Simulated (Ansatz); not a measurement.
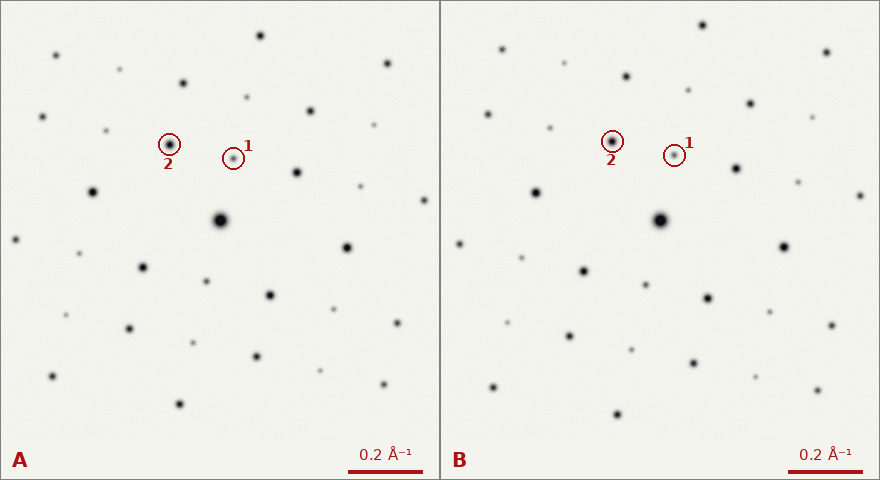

Kinematic electron diffraction patterns (120 kV, B = 0.5 Å², same scale) along [1-10] of the run's own cell, for the start and the end of one relaxation of Cs3Ag with DFT PBE, scalar-relativistic, plane waves, PAW in Ansatz 0.2.0. k mesh 6×6×8. The start is a generated model structure, and the relaxation ends in the nearest stationary point of its symmetry, not necessarily the ground state. Spot 1 is -1 -1 0 and spot 2 is -1 -1 -1 in both.

Start structure:

```yaml
crystal:
  lattice:
    - [11.09111, 0.00000, 0.00000]
    - [-5.54555, 9.60518, 0.00000]
    - [0.00000, 0.00000, 5.80117]
  atoms:
    - { symbol: Cs, position: [0.32369, 0.00000, 0.25000] }
    - { symbol: Cs, position: [0.00000, 0.32369, 0.25000] }
    - { symbol: Cs, position: [0.67631, 0.67631, 0.25000] }
    - { symbol: Cs, position: [0.67631, 0.00000, 0.75000] }
    - { symbol: Cs, position: [0.32369, 0.32369, 0.75000] }
    - { symbol: Cs, position: [0.00000, 0.67631, 0.75000] }
    - { symbol: Ag, position: [0.00000, 0.00000, 0.25000] }
    - { symbol: Ag, position: [0.00000, 0.00000, 0.75000] }
```

Which pattern belongs to the start structure, and which to the relaxed one?

Answer. B is the start: its cell gives d(1) = 5.546 Å, d(2) = 4.009 Å and an angle of 43.7°. A is the relaxed structure, with d(1) = 5.860 Å (+5.7 %), d(2) = 4.070 Å (+1.5 %) and 46.0°.

What did the relaxation do to the structure and the energy?

Answer. The volume changed by +8.9 % to 84.14 Å³ an atom; with the mean shift removed, the atoms moved by up to 0.07 Å relative to the cell (Cs most); the space group stayed P6_3/mcm (No. 193); the free energy fell by 7.2 meV an atom. Relaxed cell: a = 11.721 Å, b = 11.721 Å, c = 5.658 Å, α = 90.00°, β = 90.00°, γ = 120.00°.
